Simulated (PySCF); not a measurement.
**C2H7FSi2 (SMILES C=C[SiH2][SiH2]F): levels of theory compared**

Wanted: a comparison of 5 runs (HF/3-21G, B3LYP/STO-3G, B3LYP/6-31G*, BLYP/cc-pVDZ, PBE0/def2-SVP) of C2H7FSi2. Input form: a Python script.

The results are computed with PySCF 2.14.0.

**1. The structure to begin with**

C2H7FSi2: 12 atoms, total charge 0, spin state singlet. SMILES: `C=C[SiH2][SiH2]F`. The shape is that of a PBE0-D4/def2-TZVP optimisation. This is one conformer, not always the lowest.

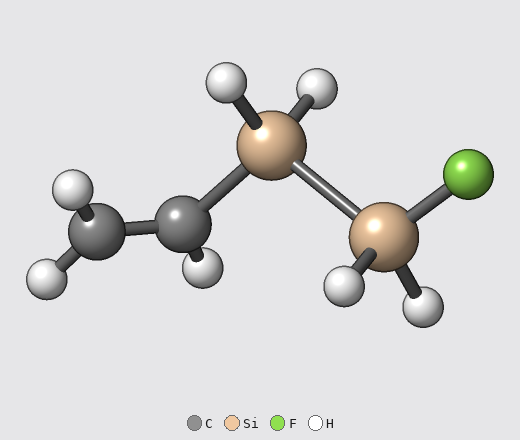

The structure, seen from a chosen angle (carbon grey, silicon light orange, fluorine green, hydrogen white).

**2. Energy and forces at HF/3-21G (run 1)**

job.py

```python
from pyscf import gto

mol = gto.M(
    atom='''
C      0.166600    -0.032000     2.306400
C     -0.586900     0.217400     1.238400
Si     0.085700     0.918200    -0.350200
Si     0.017300    -0.772500    -1.975700
F      0.445300    -0.199600    -3.416200
H     -0.244900    -0.463900     3.214500
H      1.229900     0.189800     2.321500
H     -1.647000    -0.027200     1.289300
H     -0.732900     2.073400    -0.812400
H      1.488900     1.365400    -0.133600
H      0.950500    -1.879600    -1.636500
H     -1.354500    -1.334400    -2.106000
''',
    verbose=4,
    basis='3-21g',
    max_memory=1860,
    charge=0,
    spin=0,
)

hf = mol.RHF()
hf.conv_tol = 1e-10
hf.kernel()
if not hf.converged:
    hf = hf.newton().run(hf.mo_coeff, hf.mo_occ)

e_tot = hf.e_tot
print(f'total energy: {e_tot:.8f} hartree')
grad = hf.nuc_grad_method().kernel()
hf.analyze()
```

Started as:

```sh
$ OMP_NUM_THREADS=1 python job.py
```

Log:

```text
PySCF version 2.14.0

[... 89 lines left out ...]
MO #2   energy= -68.2966143187997  occ= 2
[... 12 lines left out ...]
MO #15  energy= -1.05170737017846  occ= 2
[... 12 lines left out ...]
MO #28  energy= -0.369832220131708 occ= 2
[... 12 lines left out ...]
MO #41  energy= 0.462231959563421  occ= 0
[... 12 lines left out ...]
MO #54  energy= 1.29751669738381   occ= 0
[... 12 lines left out ...]
MO #67  energy= 3.76794082179114   occ= 0
[... 82 lines left out ...]
Dipole moment(X, Y, Z, Debye): -0.50035, -0.61081,  2.58140
```

It took 2.2 s on 1 thread of Arm Neoverse V2, shared host; peak memory 0.14 GiB.

**3. Energy and forces at B3LYP/STO-3G (run 2)**

run.py

```python
import pyscf.grad
from pyscf import gto, dft

system = gto.M(
    atom='''
C    0.166600  -0.032000   2.306400
C   -0.586900   0.217400   1.238400
Si   0.085700   0.918200  -0.350200
Si   0.017300  -0.772500  -1.975700
F    0.445300  -0.199600  -3.416200
H   -0.244900  -0.463900   3.214500
H    1.229900   0.189800   2.321500
H   -1.647000  -0.027200   1.289300
H   -0.732900   2.073400  -0.812400
H    1.488900   1.365400  -0.133600
H    0.950500  -1.879600  -1.636500
H   -1.354500  -1.334400  -2.106000
''',
    verbose=3,
    basis='sto-3g',
    max_memory=1860,
)

myscf = dft.RKS(system)
myscf.xc = 'b3lyp'
myscf.conv_tol = 1e-10
myscf.grids.level = 5
myscf.kernel()
if not myscf.converged:
    myscf = myscf.newton().run(myscf.mo_coeff, myscf.mo_occ)

etot = myscf.e_tot
print('E = %.10f Eh' % etot)
grad = myscf.Gradients().kernel()
dip = myscf.dip_moment()
pop, q = myscf.mulliken_pop()
```

Started as:

```sh
$ OMP_NUM_THREADS=1 python run.py
```

Log:

```text
converged SCF energy = -750.131911444208
[... 9 lines left out ...]
Dipole moment(X, Y, Z, Debye): -0.17448, -0.06342,  0.30442
[... 53 lines left out ...]
charge of   11H =     -0.14233
```

Wall time 15 s (1 thread of Arm Neoverse V2, shared host); peak memory 0.45 GiB.

Runs 3 to 4 aren't shown in full; the table further down has their settings and results.

**4. Energy and forces at PBE0/def2-SVP (run 5)**

input.py

```python
# C=C[SiH2][SiH2]F
from pyscf import gto, dft

molecule = gto.M(
    atom=[
    ('C', (0.166600, -0.032000, 2.306400)),
    ('C', (-0.586900, 0.217400, 1.238400)),
    ('Si', (0.085700, 0.918200, -0.350200)),
    ('Si', (0.017300, -0.772500, -1.975700)),
    ('F', (0.445300, -0.199600, -3.416200)),
    ('H', (-0.244900, -0.463900, 3.214500)),
    ('H', (1.229900, 0.189800, 2.321500)),
    ('H', (-1.647000, -0.027200, 1.289300)),
    ('H', (-0.732900, 2.073400, -0.812400)),
    ('H', (1.488900, 1.365400, -0.133600)),
    ('H', (0.950500, -1.879600, -1.636500)),
    ('H', (-1.354500, -1.334400, -2.106000)),
],
    max_memory=1860,
    spin=0,
    verbose=3,
    basis='def2-svp',
)

myscf = dft.RKS(molecule, xc='pbe0')
myscf.grids.level = 5
myscf.conv_tol = 1e-10
myscf.kernel()
if not myscf.converged:
    myscf = myscf.newton().run(myscf.mo_coeff, myscf.mo_occ)

e_final = myscf.e_tot
print(f'total energy: {e_final:.8f} hartree')
grad = myscf.nuc_grad_method().kernel()
myscf.analyze()
```

Started as:

```sh
$ OMP_NUM_THREADS=1 python input.py
```

Log:

```text
converged SCF energy = -758.510556939486
[... 27 lines left out ...]
MO #18  energy= -0.531079327305436 occ= 2
[... 18 lines left out ...]
MO #37  energy= 0.117482537422781  occ= 0
[... 18 lines left out ...]
MO #56  energy= 0.55632738017825   occ= 0
[... 18 lines left out ...]
MO #75  energy= 1.25914478360233   occ= 0
[... 18 lines left out ...]
MO #94  energy= 1.89514383943164   occ= 0
[... 18 lines left out ...]
MO #113 energy= 3.55199881183876   occ= 0
[... 13 lines left out ...]
Dipole moment(X, Y, Z, Debye): -0.41584, -0.42452,  2.06009
```

Wall time 47 s (1 thread of Arm Neoverse V2, shared host); peak memory 1.2 GiB.

**5. The series**

```tsv
run	level	integration grid	energy (Eh)	dipole moment (D)	HOMO energy (eV)	LUMO energy (eV)	wall time
1	HF/3-21G	–	-753.090173	2.70	-10.06	3.08	2.2 s
2	B3LYP/STO-3G	5	-750.131911	0.36	-4.36	3.10	15 s
3	B3LYP/6-31G* (spherical functions)	5	-759.272937	2.12	-7.26	-0.73	42 s
4	BLYP/cc-pVDZ	5	-759.190954	1.93	-6.29	-1.44	54 s
5	PBE0/def2-SVP	5	-758.510557	2.14	-7.69	-0.79	47 s
```

**6. What came out**

| quantity | value |
| --- | --- |
| run 5: total energy | -758.51056 Eh |
| run 5: dipole moment | 2.14 D |
| run 5: HOMO energy | -7.69 eV |
| run 5: LUMO energy | -0.79 eV |
| run 5: HOMO–LUMO gap | 6.90 eV |
| run 5: largest force on an atom | 0.910 eV/Å |

The dipole moment (its size) runs from 0.36 D (B3LYP/STO-3G) to 2.70 D (HF/3-21G). The two ends differ in method and basis. The HOMO–LUMO gap runs from 4.85 eV (BLYP/cc-pVDZ) to 13.14 eV (HF/3-21G). Totals of different functionals can't be ranked against each other. In run 2 the basis is minimal, so the values are rough. All runs together took 2.7 min, the longest 54 s.
